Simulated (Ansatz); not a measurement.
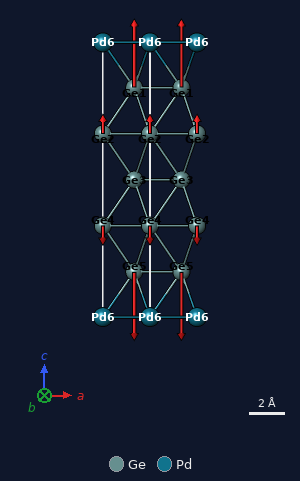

A relaxation of solid Ge5Pd (a generated structure, set up in P-6m2) (coarse preliminary run). The starting structure is drawn; red arrows show the displacements (the part carried along by the change of the cell is left out), magnified 10 times.

Style: ball-and-stick. Shown: the cell of the calculation, repeated 2 × 1 × 1 with one cell outlined, along the b axis.

These are results of DFT PBE, scalar-relativistic, plane waves, PAW (Ansatz), not measurements.

Input file:
```yaml
crystal:
  lattice:
    - [3.17079628, 0.0, 0.0]
    - [-1.58539814, 2.74599013, 0.0]
    - [0.0, 0.0, 16.02295517]
  atoms:
    - { symbol: Ge, position: [0.66666667, 0.33333333, 0.834952] }
    - { symbol: Ge, position: [0.0, 0.0, 0.66732103] }
    - { symbol: Ge, position: [0.66666667, 0.33333333, 0.5] }
    - { symbol: Ge, position: [0.0, 0.0, 0.33267897] }
    - { symbol: Ge, position: [0.66666667, 0.33333333, 0.165048] }
    - { symbol: Pd, position: [0.0, 0.0, 0.0] }
basis:
  ecutwfc: 420
kpoints:
  mp_grid: { grid: [6, 6, 1] }
hamiltonian:
  xc: pbe
scf:
  occupations: { method: gaussian, width: 0.1 }
  lower_state_search: "off"
output:
  forces: true
  stress: true
  eigenvalues: true
relax:
  adjacent_minimum: "off"
  f_tol: 0.04
  max_steps: 70
  cell: { stress_tol: 0.4 }
```

Run as
```bash
ansatz run input.yaml --threads 1 --pin off --max-ram 2560MiB --backend cpu --events-out ev --progress --plain --runs-dir out
```

**Which element moves most?**

Germanium: up to 0.41 Å, against 0.00 Å for palladium.

**What did the optimiser do to the structure, and how much energy did it gain?**

The energy falls by 313 meV per atom in 6 accepted moves (9 points after the start). The largest force component goes from 0.84 to 0.018 eV/Å. The pressure goes from −10.41 to 0.05 GPa. The line search rejected the trial steps at points 5, 7 of the run. The SCF was repeated once at an unchanged geometry on a basis and grid sized afresh for the cell, which shifted the energy by 0.9 meV per atom at most. The largest moves relative to the cell, 0.41 Å, are those of Ge1 and Ge5. Ge1 goes along +c. Pd stays in place. Cell: a = b 3.171 → 2.864 Å (−9.7 %), c 16.023 → 15.979 Å (−0.3 %). Volume −18.6 %. Near-neighbour distances that change, for instance: Ge1–Pd6 3.216 → 2.777 Å, Ge1–Ge1 3.171 → 2.864 Å, Pd6–Pd6 3.171 → 2.864 Å, Ge1–Ge2 3.250 → 3.396 Å. Bond angles that change, for instance: Pd6–Ge1–Pd6 59.1° → 62.1°. The space group stays P-6m2 (No. 187). The run took 53 s on 1 thread of Arm Neoverse V1, with other jobs on the host, peak memory 0.38 GiB.
